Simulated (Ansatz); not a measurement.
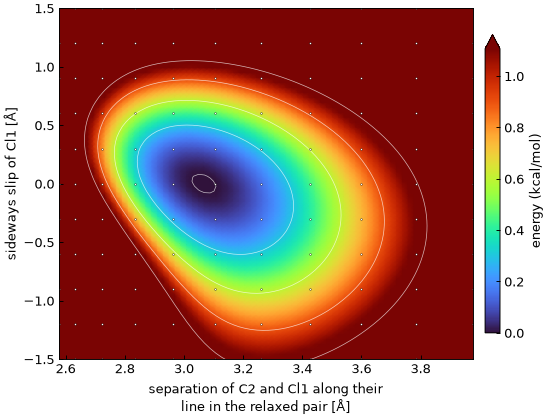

The pair Cl···CO, charge −1. Coordinates scanned: (1) separation of C2 and Cl1 along their line in the relaxed pair; (2) sideways slip of Cl1. Nothing is relaxed (both partners rigid). Grid: 11 × 11 points. Points are written as (first, second). Energies: kcal/mol, counted from the lowest grid point. All numbers below come from RKS wB97X-V/def2-SVPD in Ansatz.

Drawn: a smooth colour map with a few white contour lines, dots at the grid points, one colour for all values above the top of the scale. Between grid points the surface is interpolated.

Where is the minimum, and how stiff is the well along each coordinate?

Answer. The interpolated minimum is at the first coordinate ≈ 3.066 Å, sideways slip of Cl1 ≈ 0.00 Å. The curvatures there are about 0.47 eV/Å² and 0.11 eV/Å², with a cross term of about 0.084 eV/Å². Round the minimum the valley is somewhat tilted: raising the first coordinate shifts the best value of sideways slip of Cl1 downwards (coupling k₁₂/√(k₁₁k₂₂) about 0.4). (1 eV is 23.1 kcal/mol.)
